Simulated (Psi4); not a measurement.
Reaction (SMILES): [C-]#[NH+] (C-NH) + 3 [H][H] (H2) → C (CH4) + N (NH3)
B3LYP-D3(BJ)/def2-TZVP geometries, fixed; electronic energies without zero-point terms.
Largest species:
```
C
H 1 1.0892
H 1 1.0892 2 109.47
H 1 1.0892 2 109.47 3 120.00
H 1 1.0892 2 109.47 3 -120.00
```

Basis-set convergence of the energy of full hydrogenation at HF with Psi4. All functions are spherical. Density fitting with the program's default auxiliary sets. Psi4's default fitting sets serve the pcseg sets less well. No added dispersion term, no relativity. Functions are those of the species that has most. Reference: the value in aug-cc-pVQZ, -88.03 kcal/mol, itself unsure by roughly 0.15 kcal/mol (its mean distance from def2-QZVPPD, def2-QZVPP, cc-pVQZ). Deviations are taken from unrounded values.

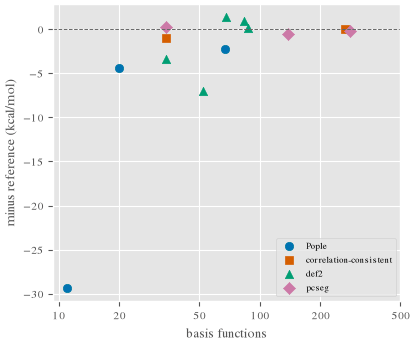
*Deviation from the reference against the number of basis functions, by family of sets.*

```json
[
 {"basis": "STO-3G", "functions": "11", "energy of full hydrogenation (kcal/mol)": "-117.33", "minus reference (kcal/mol)": "-29.31"},
 {"basis": "6-31G", "functions": "20", "energy of full hydrogenation (kcal/mol)": "-92.43", "minus reference (kcal/mol)": "-4.41"},
 {"basis": "cc-pVDZ", "functions": "34", "energy of full hydrogenation (kcal/mol)": "-89.06", "minus reference (kcal/mol)": "-1.04"},
 {"basis": "def2-SVP", "functions": "34", "energy of full hydrogenation (kcal/mol)": "-91.42", "minus reference (kcal/mol)": "-3.39"},
 {"basis": "pcseg-1", "functions": "34", "energy of full hydrogenation (kcal/mol)": "-87.72", "minus reference (kcal/mol)": "0.30"},
 {"basis": "def2-SVPD", "functions": "52", "energy of full hydrogenation (kcal/mol)": "-95.03", "minus reference (kcal/mol)": "-7.01"},
 {"basis": "6-311++G(2d,2p)", "functions": "67", "energy of full hydrogenation (kcal/mol)": "-90.22", "minus reference (kcal/mol)": "-2.19"},
 {"basis": "def2-TZVP", "functions": "68", "energy of full hydrogenation (kcal/mol)": "-86.67", "minus reference (kcal/mol)": "1.36"},
 {"basis": "def2-TZVPD", "functions": "83", "energy of full hydrogenation (kcal/mol)": "-87.09", "minus reference (kcal/mol)": "0.94"},
 {"basis": "def2-TZVPP", "functions": "87", "energy of full hydrogenation (kcal/mol)": "-87.89", "minus reference (kcal/mol)": "0.14"},
 {"basis": "aug-pcseg-2", "functions": "138", "energy of full hydrogenation (kcal/mol)": "-88.60", "minus reference (kcal/mol)": "-0.57"},
 {"basis": "aug-cc-pVQZ", "functions": "264", "energy of full hydrogenation (kcal/mol)": "-88.03", "minus reference (kcal/mol)": "0.00"},
 {"basis": "aug-pcseg-3", "functions": "281", "energy of full hydrogenation (kcal/mol)": "-88.23", "minus reference (kcal/mol)": "-0.21"}
]
```
